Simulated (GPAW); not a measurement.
## Be K ELNES/XANES of Be (Beryllium, P6_3/mmc) from DFT

What does one-electron theory with a core hole give for the Be K edge of Be (Beryllium, P6_3/mmc)?

Main program and level: GPAW 26.7.0; X-ray absorption from dipole matrix elements to empty bands, plane-wave PAW PBE.

## Step 1: The structure

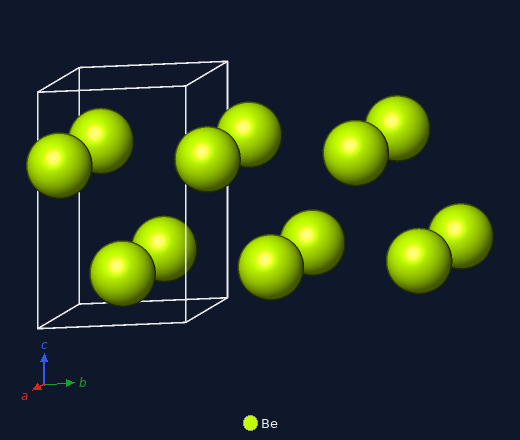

The starting structure, seen slightly off an axis (beryllium green). 2×3×1 cells are drawn.

## Step 2: The field without a hole

The ground state comes first: it tells whether the system has a gap, which decides how the excited electron is treated.

scf.py

```python
import numpy as np
from ase import Atoms
from ase.parallel import parprint, paropen
from gpaw import GPAW, PW, FermiDirac, Mixer, MixerDif, setup_paths
from gpaw.test import gen
setup_paths.insert(0, '.')
gen('Be', name='nch1s', xcname='PBE', corehole=(1, 0, 0), write_xml=True)
from gpaw.mpi import world
world.barrier()

atoms = Atoms('Be2',
    cell=[[2.2853, 0, 0],
     [-1.14265, 1.97912786, 0],
     [0, 0, 3.5842]],
    scaled_positions=[[0.66666667, 0.33333333, 0.75],
     [0.33333333, 0.66666667, 0.25]],
    pbc=True)
atoms.calc = calc = GPAW(legacy_gpaw=True, mode=PW(430, force_complex_dtype=True), xc='PBE', setups={0: 'nch1s'},
    kpts={'size': (12, 12, 7), 'gamma': True}, occupations=FermiDirac(0.05),
    charge=0, mixer=Mixer(0.1, 5, 50), maxiter=150,
    convergence={'density': 0.0001, 'eigenstates': 1e-6}, txt='scf.txt')
energy = atoms.get_potential_energy() + calc.get_reference_energy()
ef = calc.get_fermi_level()
out = dict(energy=energy, fermi=ef, forces=atoms.get_forces().tolist())
parprint(f'all-electron energy {energy:.4f} eV, Fermi level {ef:.4f} eV')
ev = np.array([[calc.get_eigenvalues(k, s) for k in range(len(calc.get_ibz_k_points()))] for s in range(calc.get_number_of_spins())])
out['homo'], out['lumo'], out['counts'] = ev[ev < ef].max(), ev[ev > ef].min(), sorted(set((ev < ef).sum((0, 2)).tolist()))
out['filled'] = (ev[:, 0] < ef).sum(1).tolist()
import json
with paropen('out.json', 'w') as f:
    json.dump(out, f)
```

Started as:

```sh
> OMP_NUM_THREADS=1 mpirun -n 4 gpaw python scf.py
```

Numbers of over 12 decimals in the logs are rounded to 6 here.

What it wrote:

```text
Input parameters:
  convergence: {density: 0.0001,
                eigenstates: 1e-06}
  kpts: {gamma: True,
         size: (12, 12, 7)}
  maxiter: 150
  mixer: {backend: pulay,
          beta: 0.1,
          method: separate,
          nmaxold: 5,
          weight: 50}
  mode: {ecut: 430.0,
         force_complex_dtype: True,
         name: pw}
  occupations: {fixmagmom: False,
                name: fermi-dirac,
                width: 0.05}
  setups: {0: nch1s}
  xc: PBE

Initialize ...

[... PAW data sets ...]

Reference energy: -796.370000  # eV

Spin-paired calculation

[... convergence settings ...]
Symmetries present (total): 2
  [... symmetry matrices ...]

1008 k-points: 12 x 12 x 7 Monkhorst-Pack grid + [1/24,1/24,0.000000]
277 k-points in the irreducible part of the Brillouin zone
       k-points in crystal coordinates                weights
   0:    -0.00000000   -0.00000000    0.00000000          1/1008
   1:    -0.00000000   -0.00000000    0.14285714          2/1008
   2:    -0.00000000   -0.00000000    0.28571429          2/1008
   3:    -0.00000000   -0.00000000    0.42857143          2/1008
   4:    -0.00000000    0.08333333   -0.42857143          2/1008
   5:    -0.00000000    0.08333333   -0.28571429          2/1008
   6:    -0.00000000    0.08333333   -0.14285714          2/1008
   7:    -0.00000000    0.08333333    0.00000000          2/1008
   8:    -0.00000000    0.08333333    0.14285714          2/1008
   9:    -0.00000000    0.08333333    0.28571429          2/1008
          ...
 276:     0.50000000    0.50000000    0.42857143          4/1008

Wave functions: Plane wave expansion
  Cutoff energy: 430.000 eV
  Number of coefficients (min, max): 313, 338
  Pulay-stress correction: 0.000000 eV/Ang^3 (de/decut=0.000000)
  Using FFTW library
  Wavefunction extrapolation:
    Improved wavefunction reuse through dual PAW basis

Occupation numbers: Fermi-Dirac:
  width: 0.0500  # eV

Eigensolver
   Davidson(niter=2)

Densities:
  Coarse grid: 12*12*18 grid
  Fine grid: 24*24*36 grid
  Total Charge: 0.000000

Density mixing:
  Method: separate
  Backend: pulay
  Linear mixing parameter: 0.1
  old densities: 5
  Width of damping distribution: 1.1
  Damping of long wavelength oscillations: 50

[... Hamiltonian set-up ...]
Number of atoms: 2
Number of atomic orbitals: 8
Number of bands in calculation: 7
Number of valence electrons: 4
Bands to converge: occupied

... initialized

Initializing position-dependent things.

Density initialized from atomic densities
Creating initial wave functions:
  7 bands from LCAO basis set

          Be

        Be

Atomic positions and initial magnetic moments

Positions:
   0 Be     1.142650    0.659709    2.688150    ( 0.0000,  0.0000,  0.0000)
   1 Be    -0.000000    1.319419    0.896050    ( 0.0000,  0.0000,  0.0000)

Unit cell:
           periodic     x           y           z      points  spacing
  1. axis:    yes    2.285300    0.000000    0.000000    12     0.1649
  2. axis:    yes   -1.142650    1.979128    0.000000    12     0.1649
  3. axis:    yes    0.000000    0.000000    3.584200    18     0.1991

  Lengths:   2.285300   2.285300   3.584200
  Angles:   90.000000  90.000000 120.000000

Effective grid spacing dv^(1/3) = 0.1842

iter:   1    -7.426972
iter:   2    -7.427514   -2.37  -1.32
iter:   3    -7.433270   -2.79  -1.36
iter:   4    -7.433121   -5.12  -2.08
iter:   5    -7.433201c  -5.94  -2.53
iter:   6    -7.433206c  -6.96c -3.13
iter:   7    -7.433208c  -7.11c -3.26
iter:   8    -7.433208c  -9.21c -4.43c

Converged after 8 iterations.

Dipole moment: (0.000778, -0.000449, -0.001964) |e|*Ang

Energy contributions relative to reference atoms: (reference = -796.370000)

Kinetic:         +5.257018
Potential:       -2.032072
External:        +0.000000
XC:             -10.600036
Entropy (-ST):   -0.000962
Local:           -0.057637
SIC:             +0.000000
--------------------------
Free energy:     -7.433689
Extrapolated:    -7.433208

Showing only first 2 kpts
 Kpt  Band  Eigenvalues  Occupancy
  0     0     -3.95249    2.00000
  0     1      2.94905    2.00000
  0     2      8.38100    0.00000
  0     3     22.91063    0.00000

  1     0     -3.77607    2.00000
  1     1      2.01583    2.00000
  1     2      9.72142    0.00000
  1     3     23.06974    0.00000

Fermi level: 7.69153

No gap
No difference between direct/indirect transitions

Forces in eV/Ang:
  0 Be    0.00000    0.00000   -0.00000
  1 Be    0.00000   -0.00000    0.00000
Scalar-relativistic atomic PBE calculation for Be (Beryllium, Z=4)
Core hole in 1s state (1s occupation: 2.0)
300 radial gridpoints.
|------------------------------------------------|
|------------------------------------------------|
[... the atom generator's iteration count ...]

Energy contributions:
-------------------------
Kinetic:      +14.566518
XC:            -2.719856
Potential:    -26.479692
-------------------------
Total:        -14.633030

state      eigenvalue         ekin         rmax
-----------------------------------------------
1s^2.0 :    -3.903212     6.718943        0.266
2s^2.0 :    -0.206149     0.564316        2.042
2p^0.0 :    -0.074159     0.360697        2.293
-----------------------------------------------
(units: Bohr and Hartree)

Generating PAW setup
Kinetic energy of the core from tauc = 13.440751
Cutoffs:
rc(s)=1.500
rc(p)=1.500
rc(d)=1.500
rc(vbar)=1.350
rc(comp)=1.500
rc(nct)=1.500

Kinetic energy of the core states: 13.437887
Charge: 0.0
Core electrons: 2.0
Valence electrons: 2.0
Pseudo-core charge: 0.139656
Shape function alpha=4.444
Pseudo-electron charge 2.135289
state    eigenvalue         norm
--------------------------------
2s(2) :    -0.206149     0.997817
*s    :     0.793851
2p(0) :    -0.074159     0.989811
*p    :     0.925841
*d    :     0.000000
--------------------------------

Diagonalizing with gridspacing h=0.050

state   all-electron     PAW
-------------------------------
2s:      -0.206149    -0.206219
2p:      -0.074159    -0.074241
*d:                    0.039245
*f:                    0.071379
-------------------------------
all-electron energy -803.8032 eV, Fermi level 7.6915 eV
```

It took 4.7 s on 4 MPI ranks of AMD EPYC 9R14 (Zen 4), shared host; peak memory 0.16 GiB.

The mesh shows no gap, so the system is treated as a metal and the core electron is put at the Fermi level (neutral cell).

## Step 3: Spectrum without a core hole, Be atom 1

This cheap baseline ignores the attraction of the hole: it shows the absorber's empty states as they are in the ground state. The data set with a hole of occupation 0 only carries the core orbital.

The absorber has 6 Be at 2.23 Å and 6 Be at 2.29 Å (anticuboctahedral, as in hcp, site symmetry -6m2).

xas.py

```python
import numpy as np
from ase import Atoms
from ase.parallel import parprint, paropen
from gpaw import GPAW, PW, FermiDirac, Mixer, MixerDif, setup_paths
from gpaw.test import gen
setup_paths.insert(0, '.')
gen('Be', name='nch1s', xcname='PBE', corehole=(1, 0, 0), write_xml=True)
from gpaw.mpi import world
world.barrier()

atoms = Atoms('Be2',
    cell=[[2.2853, 0, 0],
     [-1.14265, 1.97912786, 0],
     [0, 0, 3.5842]],
    scaled_positions=[[0.66666667, 0.33333333, 0.75],
     [0.33333333, 0.66666667, 0.25]],
    pbc=True)
atoms.calc = calc = GPAW(legacy_gpaw=True, mode=PW(430, force_complex_dtype=True), xc='PBE', setups={0: 'nch1s'},
    kpts={'size': (17, 17, 10), 'gamma': True}, occupations=FermiDirac(0.1),
    charge=0, mixer=Mixer(0.1, 5, 50), maxiter=150,
    convergence={'density': 0.0001, 'eigenstates': 1e-6}, txt='scf.txt')
energy = atoms.get_potential_energy() + calc.get_reference_energy()
ef = calc.get_fermi_level()
out = dict(energy=energy, fermi=ef, forces=atoms.get_forces().tolist())
parprint(f'all-electron energy {energy:.4f} eV, Fermi level {ef:.4f} eV')
ev = np.array([[calc.get_eigenvalues(k, s) for k in range(len(calc.get_ibz_k_points()))] for s in range(calc.get_number_of_spins())])
out['homo'], out['lumo'], out['counts'] = ev[ev < ef].max(), ev[ev > ef].min(), sorted(set((ev < ef).sum((0, 2)).tolist()))
out['filled'] = (ev[:, 0] < ef).sum(1).tolist()

from ase.units import Ha
from gpaw.xas import dipole_matrix_elements
nb = int(calc.get_number_of_electrons() / 2) + 13
top = nb
nscf = calc.fixed_density(kpts={'size': (15, 15, 9), 'gamma': True},
    convergence={'eigenstates': 1.0}, txt='nscf.txt')
nscf.diagonalize_full_hamiltonian(nbands=nb)
cell = atoms.cell.array
ops = [cell.T @ U.T @ np.linalg.inv(cell.T) for U in nscf.wfs.kd.symmetry.op_scc]
E = np.arange(-25, 34, 0.1)
fwhm = np.interp(E, [4, 25], [0.9, 3.5])
Y, X, zero, highest = 0, 0, 1e9, 1e9
for spin in range(nscf.get_number_of_spins()):
    wfs = nscf.wfs
    mine = wfs.bd.get_slice()  # this rank's bands
    A = dipole_matrix_elements(wfs.setups[0])
    eps = np.zeros((wfs.kd.nibzkpts, nb))
    d = np.zeros((3, A.shape[1], wfs.kd.nibzkpts, nb), complex)
    for kpt in wfs.kpt_u:
        if kpt.s == spin and 0 in kpt.P_ani:
            eps[kpt.k, mine] = kpt.eps_n * Ha
            d[:, :, kpt.k, mine] = (kpt.weight * wfs.nspins / 2) ** 0.5 * np.inner(A, kpt.P_ani[0])
    world.sum(eps)
    world.sum(d)
    T = np.einsum('amkn,bmkn->abkn', d, d.conj()).real
    T = sum(np.einsum('ai,ijkn,bj->abkn', R, T, R) for R in ops) / len(ops)
    empty = eps > ef
    zero, highest = min(zero, eps[empty].min()), min(highest, eps[:, top - 1].min())
    lines = [(eps, T, empty)] if spin == 0 else lines + [(eps, T, empty)]
for eps, T, empty in lines:
    f = np.einsum('aakn->akn', T).reshape(3, -1)
    x = eps.ravel() - zero
    w = np.interp(x, E, fwhm) / 2.35482
    g = np.exp(-0.5 * ((E[:, None] - x) / w) ** 2) / (w * (2 * np.pi) ** 0.5)
    Y = Y + (f * empty.ravel()) @ g.T
    X = X + (f * ~empty.ravel()) @ g.T
out.update(E=E.round(2).tolist(), xas=Y.tolist(), xes=X.tolist(), zero=zero, valid=highest - zero, nk=len(eps), nb=nb)
for i in range(0, len(E), 10):
    parprint(f'{E[i]:7.2f}', *(f'{v:10.3e}' for v in Y[:, i]))
import json
with paropen('out.json', 'w') as f:
    json.dump(out, f)
```

Started as:

```sh
> OMP_NUM_THREADS=1 mpirun -n 4 gpaw python xas.py
```

What it wrote:

```text
Input parameters:
  convergence: {density: 0.0001,
                eigenstates: 1e-06}
  kpts: {gamma: True,
         size: (17, 17, 10)}
  maxiter: 150
  mixer: {backend: pulay,
          beta: 0.1,
          method: separate,
          nmaxold: 5,
          weight: 50}
  mode: {ecut: 430.0,
         force_complex_dtype: True,
         name: pw}
  occupations: {fixmagmom: False,
                name: fermi-dirac,
[...]
*p    :     0.925841
*d    :     0.000000
--------------------------------

Diagonalizing with gridspacing h=0.050

state   all-electron     PAW
-------------------------------
2s:      -0.206149    -0.206219
2p:      -0.074159    -0.074241
*d:                    0.039245
*f:                    0.071379
-------------------------------
all-electron energy -803.7892 eV, Fermi level 7.2389 eV
[...]
32.00  5.692e-04  5.692e-04  5.764e-04
  33.00  5.451e-04  5.451e-04  5.344e-04
[key lines of the parts left out:]
Converged after 8 iterations.
Dipole moment: (0.000792, -0.000457, -0.001973) |e|*Ang
Free energy:     -7.422441
Fermi level: 7.23889
```

Elapsed: 16 s, on 4 MPI ranks; peak memory 0.27 GiB.

The Be K spectrum, Be atom 1, no core hole (energy from the lowest empty level; intensity scaled to a mean of 1 over the first 20 eV; polarised curves are means over the symmetry-equivalent atoms):

```tsv
E (eV)	isotropic	ε ⊥ c	ε ∥ c
-2.0	0.00	0.00	0.00
-0.5	0.02	0.02	0.03
1.0	0.34	0.39	0.26
2.5	0.67	0.63	0.75
4.0	0.58	0.56	0.60
5.5	0.58	0.60	0.53
7.0	0.86	0.91	0.76
8.5	0.90	0.94	0.81
10.0	1.01	1.11	0.81
11.5	0.99	1.11	0.75
13.0	1.21	1.27	1.09
14.5	1.97	1.82	2.28
16.0	2.06	1.87	2.45
17.5	1.29	1.30	1.25
19.0	0.68	0.68	0.69
20.5	0.46	0.40	0.59
22.0	0.56	0.53	0.61
23.5	0.57	0.59	0.51
25.0	0.45	0.51	0.34
26.5	0.41	0.47	0.29
```

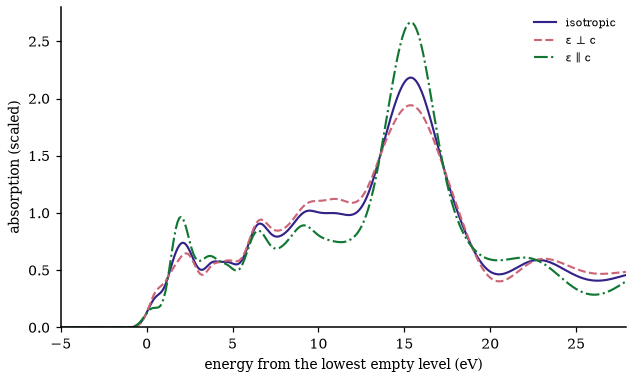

The Be K edge, Be atom 1, no core hole: main maxima at 2.1, 6.6 and 15.4 eV.

Main maxima below 24 eV (height): 2.1 eV (0.74), 6.6 eV (0.91), 15.4 eV (2.18) and 22.8 eV (0.59). A K edge sees empty p states on the absorber.

The same matrix elements for filled bands give the Be K emission of Be atom 1 (ground-state approximation; energy from the lowest empty level, largest value 1):

```tsv
E (eV)	emission
-24.0	0.00
-22.5	0.00
-21.0	0.00
-19.5	0.00
-18.0	0.00
-16.5	0.00
-15.0	0.00
-13.5	0.00
-12.0	0.00
-10.5	0.03
-9.0	0.13
-7.5	0.29
-6.0	0.50
-4.5	0.80
-3.0	0.99
-1.5	0.73
0.0	0.09
1.5	0.00
3.0	0.00
```

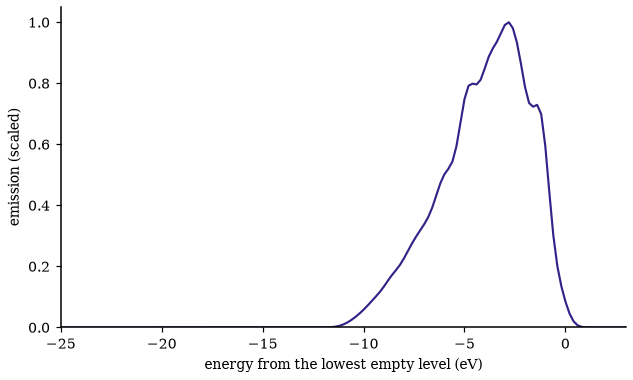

X-ray emission from the filled bands.

Emission maxima: -2.8 eV (1.00).

## Step 4: Reference energy of the supercell

The photon energy needs a difference of total energies, so the cell and mesh of the coming hole run are first run without a hole.

Edit scf.py of step 2 so:

```diff
@@ -10,11 +10,25 @@
 
-atoms = Atoms('Be2',
-    cell=[[2.2853, 0, 0],
-     [-1.14265, 1.97912786, 0],
-     [0, 0, 3.5842]],
-    scaled_positions=[[0.66666667, 0.33333333, 0.75],
-     [0.33333333, 0.66666667, 0.25]],
+atoms = Atoms('Be16',
+    cell=[[0, -3.95825571, -3.5842],
+     [0, 3.95825571, -3.5842],
+     [4.5706, 0, 3.5842]],
+    scaled_positions=[[0.66666667, 0.83333333, 0.25],
+     [0.16666667, 0.33333333, 0.25],
+     [0.91666667, 0.08333333, 0.75],
+     [0.54166667, 0.20833333, 0.5],
+     [0.29166667, 0.95833333, 0],
+     [0.41666667, 0.58333333, 0.75],
+     [0.04166667, 0.70833333, 0.5],
+     [0.79166667, 0.45833333, 0],
+     [0.70833333, 0.04166667, 0],
+     [0.20833333, 0.54166667, 0],
+     [0.95833333, 0.29166667, 0.5],
+     [0.58333333, 0.41666667, 0.25],
+     [0.33333333, 0.16666667, 0.75],
+     [0.45833333, 0.79166667, 0.5],
+     [0.08333333, 0.91666667, 0.25],
+     [0.83333333, 0.66666667, 0.75]],
     pbc=True)
 atoms.calc = calc = GPAW(legacy_gpaw=True, mode=PW(430, force_complex_dtype=True), xc='PBE', setups={0: 'nch1s'},
-    kpts={'size': (12, 12, 7), 'gamma': True}, occupations=FermiDirac(0.05),
+    kpts={'size': (6, 6, 6), 'gamma': True}, occupations=FermiDirac(0.1),
     charge=0, mixer=Mixer(0.1, 5, 50), maxiter=150,
```

Started as:

```sh
> OMP_NUM_THREADS=1 mpirun -n 4 gpaw python scf.py
```

What it wrote:

```text
Input parameters:
  convergence: {density: 0.0001,
                eigenstates: 1e-06}
  kpts: {gamma: True,
         size: (6, 6, 6)}
  maxiter: 150
  mixer: {backend: pulay,
          beta: 0.1,
          method: separate,
          nmaxold: 5,
          weight: 50}
  mode: {ecut: 430.0,
         force_complex_dtype: True,
         name: pw}
  occupations: {fixmagmom: False,
                name: fermi-dirac,
[...]
--------------------------------
2s(2) :    -0.206149     0.997817
*s    :     0.793851
2p(0) :    -0.074159     0.989811
*p    :     0.925841
*d    :     0.000000
--------------------------------

Diagonalizing with gridspacing h=0.050

state   all-electron     PAW
-------------------------------
2s:      -0.206149    -0.206219
2p:      -0.074159    -0.074241
*d:                    0.039245
*f:                    0.071379
-------------------------------
all-electron energy -6430.1495 eV, Fermi level 7.3235 eV
[key lines of the parts left out:]
Converged after 8 iterations.
Dipole moment: (0.002597, -0.000228, 0.005148) |e|*Ang
Free energy:    -59.208663
Fermi level: 7.32348
```

The job ended after 20 s (4 MPI ranks; peak memory 0.29 GiB; 77 s of CPU time).

Reference energy: -6430.150 eV with the cores included.

(Part 1 of 3 ends here.)

[Banner, clock and machine lines of the logs are left out without a mark of their own.]

[Logs are printed without paths, hosts, clocks, repeated set-up lines and the standing remarks that a program may print on its own settings, such as how far it seeks lower states.]

[Hosts, paths, dates, database ids (printed as entryN), source tags and the programs' standing remarks are cut or masked in the printed files.]

[Lists of maxima count a maximum above −3 eV only where it reaches 4 % of the highest in the window and stands out from its surroundings by 2 % of it (1.5 % where it reaches 55 %); shoulders and weaker maxima are passed over, and of the rest the first, up to two pre-edge ones and the few strongest are named.]
